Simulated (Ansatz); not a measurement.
**Bands, cutoff and cost in G0W0 for NaCl (Halite)**

Wanted: a G0W0 gap for NaCl (Halite) that is converged in bands and cutoff, or an estimate of the limit.

Program: Ansatz 0.2.0. Level of theory: G0W0 on PBE, plane waves, PAW. Results are calculated unless marked as measured.

## Step 1: The starting structure

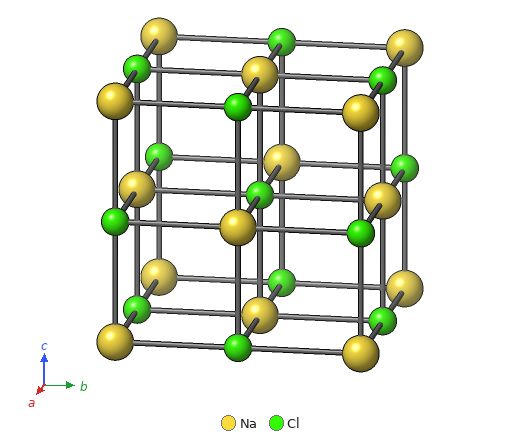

The starting structure, seen slightly off an axis (sodium yellow, chlorine green). This picture shows the conventional cell, with its axes. Some periodic images of atoms are drawn too.

The cell and positions come from the Crystallography Open Database and are kept as given unless a step says otherwise. The default PAW set here is soft_2. Its files were made with PBE.

## Step 2: 47 empty bands, screening to 60 eV

G0W0 replaces the xc potential by the self-energy, built once from these orbitals. Only a window of levels is corrected, while the sums run over the empty bands that the input names.

Input file input.yaml:

```yaml
crystal:
  lattice:
    - [0.0, 2.82005, 2.82005]
    - [2.82005, 0.0, 2.82005]
    - [2.82005, 2.82005, 0.0]
  atoms:
    - { symbol: Na, position: [0.0, 0.0, 0.0] }
    - { symbol: Cl, position: [0.5, 0.5, 0.5] }
kpoints:
  mp_grid: { grid: [6, 6, 6] }
hamiltonian:
  xc: pbe
scf:
  occupations: { method: fixed }
gw:
  n_empty_bands: 47
  ecut_chi: 60
  qp_bands: [v2, c2]
  qp_kpoints: band_edges
  screening: { model: contour_deformation }
```

Run with:

```sh
ansatz run input.yaml --threads 3 --pin off --max-ram 92160MiB --backend cuda --events-out ev --progress --plain --runs-dir out --devices 1 --max-vram 13GiB
```

Numbers of over 12 decimals in the logs are rounded to 6 here.

The program printed:

```text
GPUs: using 1 of 1 available (devices: 1).
Engine: ansatz 0.2.0, x86_64-unknown-linux-gnu
Pseudopotentials: kind: paw
Pseudopotential: Na, paw, valence charge 9, recommended cutoff 420 eV (normal), Na.paw.azcp
Pseudopotential: Cl, paw, valence charge 7, recommended cutoff 420 eV (normal), Cl.paw.azcp
Functional definition: PBE
  parameter kappa = 0.804
  parameter beta = 0.066725
  exchange = pbe_x(kappa = kappa, mu = beta*pi^2/3)
  correlation = pbe_c(beta = beta)
device memory: the entry about to start is reckoned to put 0.4 GiB on a device that reports 54.5 GiB free (of which the cap on the GPU budget leaves the run 13.0 GiB)
GPU FFT provider: cuFFT
GPU libraries: cuBLAS 13.8.2, cuFFT 12.4.0, cuSOLVER 12.3.4
Crystal: 2 atoms, lattice volume = 44.854 Å³
Basis set: ecut = 420 eV, 893 PW (Γ)
Bands: 12, of which v1, the nominal top of the filled ones, is band 8 counted from 1 (7 counted from 0)
Symmetry: 48 space group operations
Space group: Fm-3m (ITA 225), of the structure as read, at distance tolerance 3.6e-5 Å
k-points: 16 of 216
Non-local potential: Na, projectors of the file, l = 0: 3, l = 1: 2, l = 2: 1
Non-local potential: Cl, projectors of the file, l = 0: 2, l = 1: 2, l = 2: 2
PAW form: soft (Blöchl's): semilocal exchange-correlation on the pseudo side does not see the compensation charge
PAW one-centre angular grid: Na, 110 points (default); XC on 64 Gauss nodes
PAW one-centre angular grid: Cl, 110 points (default); XC on 64 Gauss nodes
Initial density: superposition of atomic densities (neutral atoms: chi_scale 0, normalization atom), corrected by the library's trained network
Initial wavefunctions: pseudopotential atomic-orbital guess
GPU buffer pool allocated for 19683 grid points (all kernels)
GPU transforms: local potential and band sums: pruned to the plane-wave sphere, on 25×27×27
Functional: x = pbe(κ = 0.804, μ = 0.219515), c = pbe(β = 0.066725)
SCF iter   1: F=—  HF=-2569.552052 eV  |F-HF|=—  |Δ(HF+E_count)|=         —  Δρ=9.47e-4  dr2=5.57e-4  ethr=1.77e-3  ⟨swp⟩=4.9  Hψ=979  notcnv=0  defer=24
preconditioner: auto → none  [insulator: Δε(μ)=5.105 eV  Ē_g=20.939 eV  n_scr=14 (ndim 8)  ℏωp=20.7 eV  f_vac=0.033  ε∞_Penn≈2.0]
SCF iter   2: F=—  HF=-2569.552183 eV  |F-HF|=—  |Δ(HF+E_count)|=   1.30e-4  Δρ=1.05e-3  dr2=7.54e-4  ethr=3.48e-6  ⟨swp⟩=2.0  Hψ=467  notcnv=0  defer=30
SCF iter   3: F=—  HF=-2569.551980 eV  |F-HF|=—  |Δ(HF+E_count)|=   2.03e-4  Δρ=5.24e-4  dr2=1.92e-4  ethr=3.48e-6  ⟨swp⟩=2.0  Hψ=227  notcnv=0  defer=30
SCF iter   4: F=—  HF=-2569.551922 eV  |F-HF|=—  |Δ(HF+E_count)|=   5.78e-5  Δρ=2.02e-4  dr2=2.91e-5  ethr=1.20e-6  ⟨swp⟩=2.2  Hψ=229  notcnv=0  defer=6
SCF iter   5: F=—  HF=-2569.551914 eV  |F-HF|=—  |Δ(HF+E_count)|=   8.55e-6  Δρ=4.42e-5  dr2=1.32e-6  ethr=1.82e-7  ⟨swp⟩=2.0  Hψ=246  notcnv=0
SCF iter   6: F=—  HF=-2569.551913 eV  |F-HF|=—  |Δ(HF+E_count)|=   1.90e-7  Δρ=2.92e-5  dr2=6.23e-7  ethr=8.26e-9  ⟨swp⟩=1.0  Hψ=192  notcnv=0
SCF iter   7: F=—  HF=-2569.551913 eV  |F-HF|=—  |Δ(HF+E_count)|=   1.58e-7  Δρ=1.40e-5  dr2=1.41e-7  ethr=3.89e-9  ⟨swp⟩=1.9  Hψ=243  notcnv=0
SCF iter   8: F=-2569.551913 eV  HF=-2569.551913 eV  |F-HF|=7.71e-9  |Δ(HF+E_count)|=   4.34e-8  Δρ=3.82e-6  dr2=1.05e-8  ethr=6.25e-10  ⟨swp⟩=4.1  Hψ=655  notcnv=0
SCF 1 converged in 8 iterations: F = -2569.551913 eV  dr2 = 1.05e-8
  greatest PAW one-centre occupation: 0.999 electrons in one spin orbital (limit 2), on the Na atom at site 0 (counted from 0), in its partial waves of l = 0
device memory: the entry about to start is reckoned to put 0.5 GiB on a device that reports 52.4 GiB free (of which the cap on the GPU budget leaves the run 13.0 GiB)
NSCF: frozen V_eff on 16 k-points, pencils in batches of 32, up to order 48
the band table was solved once the SCF had ended and its energy, with any forces and stress, was formed, with the checks that follow a solve (1186 applications of the Hamiltonian). They found nothing against the state; the energy, forces and stress were not computed again (output.eigenvalues in the input reference)
device memory: the entry about to start is reckoned to put 1.2 GiB on a device that reports 50.8 GiB free (of which the cap on the GPU budget leaves the run 13.0 GiB)
NSCF: frozen V_eff on 16 k-points
G₀W₀ screening: q 1/16
[... further progress lines ...]
device memory: the entry about to start is reckoned to put 0.3 GiB on a device that reports 44.3 GiB free (of which the cap on the GPU budget leaves the run 13.0 GiB)
NSCF: frozen V_eff on 1 k-points
device memory: the entry about to start is reckoned to put 0.3 GiB on a device that reports 44.3 GiB free (of which the cap on the GPU budget leaves the run 13.0 GiB)
NSCF: frozen V_eff on 1 k-points
SCF converged after 8 iterations
Free energy (F): -2569.551913 eV
Harris-Foulkes:  -2569.551913 eV  (|F-HF|=7.71e-9)
Internal energy: -2569.551913 eV  (E = F + TS)
E sigma→0 (E₀):  -2569.551913 eV
Fermi energy:    1.104588 eV
--- Per-component energies (eV) ---
  E_band       = -234.654808
  E_kinetic    = 283.102505
  E_local      = -1529.747050  (includes V_loc(G=0)·N_el)
  E_nonlocal   = 143.578033
  E_hartree    = 539.288450
  E_xc         = -147.093932
  E_vxc        = -173.387860  (∫ρ·V_xc dr)
  E_paw        = -922.542941  (= ΣΔE_a)
  E_vpaw       = -36.779059  (= ΣTr[D̂ρ^β])
  E_aug_tail   = 0.000073  (compensation charges beyond the density's cutoff)
  E_ewald      = -936.137051
  E_smearing   = -0.000000  (= −TS)
  E_closure    = -0.000000  (closes the sum)
  Σ components = -2569.551913   (vs F -2569.551913, Δ=0.00e0)
--- Band table (eV; the first three rows and the last of 16) ---
  k-point 0: bands = [... 4 lower, -11.5515, 1.1046, 1.1046, 1.1046, 6.2117, 12.1378, 12.1378, 12.1378]
  k-point 1: bands = [... 4 lower, -11.4715, 0.5052, 1.0358, 1.0358, 7.0239, 11.3796, 12.4141, 12.4141]
  k-point 2: bands = [... 4 lower, -11.3048, -0.4233, 0.9046, 0.9046, 8.1440, 11.1655, 12.2205, 12.2205]
  k-point 15: bands = [... 4 lower, -11.1573, -0.3279, 0.1960, 0.3914, 9.4633, 9.9686, 11.5885, 13.1182]
--- G₀W₀: contour deformation, 5 samples at zero and on the imaginary axis and 3 off it, 216 q-points, 47 empty bands' worth ---
  eigenvalues of the whole cell's RPA ε∞ on this k-mesh (on a slab, of 1 + 4πα/V) = 2.3368, 2.3368, 2.3368; static W/v taken at q = 0 is 0.427937
  bands read: the sum over 55 bands ends inside a degenerate multiplet in 1 slot, whose members it reads at an even weight; the widest, k=9: bands 55 to 56 (counted from 1) at 1/2 each
  gw.qp_kpoints: band_edges: 13 of 16 stored k-points solved, in 1 pass; an edge of the gap read off the rows below is read off those points alone
    valence top: of the k-points left out ik 10 came nearest to being solved in a further pass, in band 8 (counted from 1, as in the quasiparticle table): it holds the edge there only if its correction is more favourable than any solved in that band by at least 0.517 eV; those differ by 0.145 eV
    conduction bottom: of the k-points left out ik 10 came nearest to being solved in a further pass, in band 9 (counted from 1, as in the quasiparticle table): it holds the edge there only if its correction is more favourable than any solved in that band by at least 2.856 eV; those differ by 0.372 eV
    ik  band        ε_KS         Σx   Σc(E_QP)       V_xc       Z   E_QP_lin       E_QP  E_QP is
     0     7      1.1046   -21.1212     2.7636   -16.7875  0.8064    -0.4931    -0.4654  root
     0     8      1.1046   -21.1212     2.7636   -16.7875  0.8064    -0.4931    -0.4654  root
     0     9      6.2117    -5.2537    -3.0397    -9.2169  0.8616     7.1413     7.1352  root
     0    10     12.1378    -3.6858    -3.3651    -8.4594  0.8469    13.5672    13.5463  root
     1     7      1.0358   -21.0260     2.7765   -16.6622  0.8059    -0.5801    -0.5514  root
     1     8      1.0358   -21.0260     2.7765   -16.6622  0.8059    -0.5801    -0.5514  root
     1     9      7.0239    -5.8650    -3.0561    -9.9359  0.8563     8.0466     8.0387  root
     1    10     11.3796    -3.7310    -3.3167    -8.2883  0.8467    12.6363    12.6202  root
     2     7      0.9046   -20.8567     2.8028   -16.4348  0.8050    -0.7449    -0.7144  root
     2     8      0.9046   -20.8567     2.8028   -16.4348  0.8050    -0.7449    -0.7144  root
     2     9      8.1440    -5.0959    -3.1179    -9.2420  0.8551     9.1809     9.1722  root
     2    10     11.1655    -5.4691    -3.4616   -10.2697  0.8347    12.5264    12.5044  root
     3     7      0.8419   -20.7805     2.8158   -16.3310  0.8046    -0.8233    -0.7918  root
     3     8      0.8419   -20.7805     2.8158   -16.3310  0.8046    -0.8233    -0.7918  root
     3     9      8.3621    -4.2860    -3.0749    -8.3238  0.8584     9.3325     9.3250  root
     3    10     11.7323    -6.8658    -3.7318   -12.0776  0.8197    13.2461    13.2123  root
     4     7      0.9411   -20.9245     2.7894   -16.5236  0.8056    -0.7002    -0.6702  root
     4     8      0.9411   -20.9245     2.7894   -16.5236  0.8056    -0.7002    -0.6702  root
     4     9      7.2906    -6.0747    -3.0750   -10.2100  0.8544     8.3597     8.3509  root
     4    10     10.9347    -3.2252    -3.2326    -7.6228  0.8518    12.1127    12.0997  root
     5     7      0.7636   -20.6538     2.8121   -16.1894  0.8047    -0.9211    -0.8886  root
     5     8      0.8015   -20.7678     2.8163   -16.3062  0.8047    -0.8757    -0.8436  root
     5     9      8.4143    -5.9029    -3.1825   -10.2381  0.8502     9.5786     9.5670  root
     5    10     10.4637    -3.8833    -3.2149    -8.2611  0.8497    11.6397    11.6266  root
[...]
12     7      0.5091   -20.5204     2.8706   -15.9352  0.8031    -1.2419    -1.2054  root
    12     8      0.5091   -20.5204     2.8706   -15.9352  0.8031    -1.2419    -1.2054  root
    12     9      8.6188    -4.6769    -3.1493    -9.1221  0.8602     9.9283     9.9148  root
    12    10      9.1528    -3.1228    -3.0109    -7.1337  0.8596    10.1608    10.1528  root
    13     7      0.3627   -20.2042     2.8717   -15.5885  0.8027    -1.4200    -1.3814  root
    13     8      0.6826   -20.5805     2.8305   -16.0803  0.8040    -1.0207    -0.9871  root
    13     9      9.4595    -5.8757    -3.2958   -10.4636  0.8462    10.7677    10.7516  root
    13    10     10.2616    -4.0074    -3.1750    -8.3231  0.8498    11.4146    11.4023  root
```

Wall time 13 s (1 × NVIDIA H100 80GB HBM3 (shared by 6 runs) with 3 threads of AMD EPYC 7R13 (Zen 3), shared host); peak memory 0.99 GiB; 11 s of CPU time.

In the SCF lines HF is the Harris–Foulkes energy and dr2 the Hartree energy of the density residual, in eV; the loop may stop once dr2 is under the threshold and the program's other checks hold. Hψ counts applications of the Hamiltonian.

Numbers from this step:

| Item | Value |
| --- | --- |
| bands summed | 55 |
| RPA ε∞ on this mesh (eigenvalues) | 2.337, 2.337, 2.337 |
| plane waves in the screening matrix | 59 |
| q-points in the mesh | 216 |
| G0W0 gap on the mesh | 7.601 eV |
| k of the valence top | 0, 0, 0 |
| k of the conduction bottom | 0, 0, 0 |
| starting gap on the mesh | 5.107 eV |
| Z at the valence top | 0.8064 |
| Z at the conduction bottom | 0.8616 |
| least direct G0W0 gap on the computed points | 7.601 eV |

The gap on the mesh goes from 5.11 eV to 7.60 eV, a correction of +2.49 eV. Between the two edge states, bare exchange in place of the xc potential would open the gap by 8.30 eV, and correlation takes back 5.80 eV.

## Step 3: 133 empty bands, screening to 120 eV

Another rung: the empty bands reach about as high as the screening cutoff, so the two stay in balance.

Edit input.yaml of step 2 so:

```diff
@@ -15,4 +15,4 @@
 gw:
-  n_empty_bands: 47
-  ecut_chi: 60
+  n_empty_bands: 133
+  ecut_chi: 120
   qp_bands: [v2, c2]
```

The program printed:

```text
GPUs: using 1 of 1 available (devices: 1).
[...]
GPU FFT provider: cuFFT
GPU libraries: cuBLAS 13.8.2, cuFFT 12.4.0, cuSOLVER 12.3.4
Crystal: 2 atoms, lattice volume = 44.854 Å³
Basis set: ecut = 420 eV, 893 PW (Γ)
Bands: 12, of which v1, the nominal top of the filled ones, is band 8 counted from 1 (7 counted from 0)
Symmetry: 48 space group operations
[...]
k-points: 16 of 216
[...]
GPU buffer pool allocated for 19683 grid points (all kernels)
[...]
SCF iter   1: F=—  HF=-2569.552052 eV  |F-HF|=—  |Δ(HF+E_count)|=         —  Δρ=9.47e-4  dr2=5.57e-4  ethr=1.77e-3  ⟨swp⟩=4.9  Hψ=979  notcnv=0  defer=24
[...]
SCF iter   8: F=-2569.551913 eV  HF=-2569.551913 eV  |F-HF|=7.71e-9  |Δ(HF+E_count)|=   4.34e-8  Δρ=3.82e-6  dr2=1.05e-8  ethr=6.25e-10  ⟨swp⟩=4.1  Hψ=655  notcnv=0
SCF 1 converged in 8 iterations: F = -2569.551913 eV  dr2 = 1.05e-8
[...]
NSCF: frozen V_eff on 16 k-points, pencils in batches of 32, up to order 48
[...]
NSCF: frozen V_eff on 16 k-points
G₀W₀ screening: q 1/16
[... further progress lines ...]
[...]
SCF converged after 8 iterations
Free energy (F): -2569.551913 eV
[...]
Internal energy: -2569.551913 eV  (E = F + TS)
E sigma→0 (E₀):  -2569.551913 eV
Fermi energy:    1.104588 eV
[...]
--- Band table (eV; the first three rows and the last of 16) ---
  k-point 0: bands = [... 4 lower, -11.5515, 1.1046, 1.1046, 1.1046, 6.2117, 12.1378, 12.1378, 12.1378]
  k-point 1: bands = [... 4 lower, -11.4715, 0.5052, 1.0358, 1.0358, 7.0239, 11.3796, 12.4141, 12.4141]
  k-point 2: bands = [... 4 lower, -11.3048, -0.4233, 0.9046, 0.9046, 8.1440, 11.1655, 12.2205, 12.2205]
  k-point 15: bands = [... 4 lower, -11.1573, -0.3279, 0.1960, 0.3914, 9.4633, 9.9686, 11.5885, 13.1182]
[...]
0     7      1.1046   -21.1212     2.4585   -16.7875  0.7995    -0.8112    -0.7706  root
     0     8      1.1046   -21.1212     2.4585   -16.7875  0.7995    -0.8112    -0.7706  root
     0     9      6.2117    -5.2537    -3.1340    -9.2169  0.8599     7.0457     7.0409  root
     0    10     12.1378    -3.6858    -3.5574    -8.4594  0.8453    13.3692    13.3540  root
     1     7      1.0358   -21.0260     2.4744   -16.6622  0.7991    -0.8953    -0.8536  root
     1     8      1.0358   -21.0260     2.4744   -16.6622  0.7991    -0.8953    -0.8536  root
     1     9      7.0239    -5.8650    -3.1767    -9.9359  0.8542     7.9240     7.9181  root
     1    10     11.3796    -3.7310    -3.4829    -8.2883  0.8454    12.4658    12.4540  root
[...]
13     7      0.3627   -20.2042     2.6106   -15.5885  0.7967    -1.6952    -1.6424  root
    13     8      0.6826   -20.5805     2.5471   -16.0803  0.7976    -1.3179    -1.2705  root
    13     9      9.4595    -5.8757    -3.4586   -10.4636  0.8442    10.6008    10.5889  root
    13    10     10.2616    -4.0074    -3.3324    -8.3231  0.8485    11.2538    11.2449  root
```

Wall time 16 s (1 × NVIDIA H100 80GB HBM3 (shared by 6 runs) with 3 threads); peak memory 1.1 GiB; 20 s of CPU time.

Numbers from this step:

| Property | Result |
| --- | --- |
| bands summed | 141 |
| RPA ε∞ on this mesh (eigenvalues) | 2.338, 2.338, 2.338 |
| plane waves in the screening matrix | 137 |
| q-points in the mesh | 216 |
| G0W0 gap on the mesh | 7.812 eV |
| k of the valence top | 0, 0, 0 |
| k of the conduction bottom | 0, 0, 0 |
| starting gap on the mesh | 5.107 eV |
| Z at the valence top | 0.7995 |
| Z at the conduction bottom | 0.8599 |
| least direct G0W0 gap on the computed points | 7.812 eV |

Against the run with 6×6×6 mesh, 47 empty bands, screening to 60 eV, the gap moves by +0.21 eV.

## Step 4: 288 empty bands, screening to 200 eV

Edit input.yaml of step 3 so:

```diff
@@ -15,4 +15,4 @@
 gw:
-  n_empty_bands: 133
-  ecut_chi: 120
+  n_empty_bands: 288
+  ecut_chi: 200.0
   qp_bands: [v2, c2]
```

The program printed:

```text
GPUs: using 1 of 1 available (devices: 1).
[...]
GPU FFT provider: cuFFT
GPU libraries: cuBLAS 13.8.2, cuFFT 12.4.0, cuSOLVER 12.3.4
Crystal: 2 atoms, lattice volume = 44.854 Å³
Basis set: ecut = 420 eV, 893 PW (Γ)
Bands: 12, of which v1, the nominal top of the filled ones, is band 8 counted from 1 (7 counted from 0)
Symmetry: 48 space group operations
[...]
k-points: 16 of 216
[...]
1    10     11.3796    -3.7310    -3.5476    -8.2883  0.8450    12.3996    12.3893  root
[...]
13     7      0.3627   -20.2042     2.4335   -15.5885  0.7950    -1.8837    -1.8195  root
    13     8      0.6826   -20.5805     2.3548   -16.0803  0.7959    -1.5215    -1.4627  root
    13     9      9.4595    -5.8757    -3.5476   -10.4636  0.8433    10.5099    10.4999  root
    13    10     10.2616    -4.0074    -3.4000    -8.3231  0.8480    11.1849    11.1773  root
[key lines of the parts left out:]
SCF converged after 8 iterations
Free energy (F): -2569.551913 eV
Fermi energy:    1.104588 eV
```

The job ended after 18 s (1 × NVIDIA H100 80GB HBM3 (shared by 6 runs) with 3 threads; peak memory 1.4 GiB; 27 s of CPU time).

This step gave:

| Property | Result |
| --- | --- |
| bands summed | 296 |
| RPA ε∞ on this mesh (eigenvalues) | 2.338, 2.338, 2.338 |
| plane waves in the screening matrix | 283 |
| G0W0 gap on the mesh | 7.946 eV |
| k of the valence top | 0, 0, 0 |
| k of the conduction bottom | 0, 0, 0 |
| starting gap on the mesh | 5.107 eV |
| least direct G0W0 gap on the computed points | 7.946 eV |

Against the run with 6×6×6 mesh, 133 empty bands, screening to 120 eV, the gap moves by +0.13 eV.

## Step 5: Changing the k mesh: 4×4×4 mesh, 133 empty bands, screening to 120 eV

Only the mesh changes. It samples the long-range screening, which converges on its own terms. Bands and cutoff differ from the step before, so it is read against an earlier run that matches them.

input.yaml, the sections that differ from step 4:

```yaml
kpoints:
  mp_grid: { grid: [4, 4, 4] }
gw:
  n_empty_bands: 133
  ecut_chi: 120
  qp_bands: [v2, c2]
  qp_kpoints: band_edges
  screening: { model: contour_deformation }
# crystal, hamiltonian, scf: as in step 4
```

The program printed:

```text
GPUs: using 1 of 1 available (devices: 1).
[...]
GPU FFT provider: cuFFT
GPU libraries: cuBLAS 13.8.2, cuFFT 12.4.0, cuSOLVER 12.3.4
Crystal: 2 atoms, lattice volume = 44.854 Å³
Basis set: ecut = 420 eV, 893 PW (Γ)
Bands: 12, of which v1, the nominal top of the filled ones, is band 8 counted from 1 (7 counted from 0)
Symmetry: 48 space group operations
[...]
k-points: 8 of 64
[...]
1    10     11.0805    -4.3405    -3.5205    -8.9284  0.8412    12.1599    12.1479  root
[...]
6     7      0.5113   -20.5438     2.6213   -15.9346  0.7962    -1.5278    -1.4766  root
     6     8      0.5113   -20.5438     2.6213   -15.9346  0.7962    -1.5278    -1.4766  root
     6     9      8.6194    -4.6546    -3.3135    -9.1214  0.8575     9.7837     9.7728  root
     6    10      9.1540    -3.1017    -3.1664    -7.1323  0.8573    10.0243    10.0182  root
[key lines of the parts left out:]
SCF converged after 8 iterations
Free energy (F): -2569.550219 eV
Fermi energy:    1.106933 eV
```

The job ended after 13 s (1 × NVIDIA H100 80GB HBM3 (shared by 6 runs) with 3 threads; peak memory 1 GiB).

Numbers from this step:

- bands summed: 141
- RPA ε∞ on this mesh (eigenvalues): 2.365, 2.365, 2.365
- plane waves in the screening matrix: 137
- G0W0 gap on the mesh: 7.824 eV
- k of the valence top: 0, 0, 0
- k of the conduction bottom: 0, 0, 0
- starting gap on the mesh: 5.106 eV
- least direct G0W0 gap on the computed points: 7.824 eV

Against the run with 6×6×6 mesh, 133 empty bands, screening to 120 eV, the gap moves by +0.012 eV.

(Part 1 of 2 ends here.)

[Paths, hosts, dates, memory and timing lines, banners, echoed tables and standing remarks are left out of the program output.]

[Logs are printed without paths, hosts, clocks, repeated set-up lines and the standing remarks that a program may print on its own settings, such as how far it seeks lower states.]

[Runs of the session that timed out or met a known fault of the program may be left out.]

[Cells called generated may have been cut or substituted from an entry of the Crystallography Open Database or the Materials Project.]

[Hosts, paths, dates, database ids (printed as entryN), source tags and the programs' standing remarks are cut or masked in the printed files.]
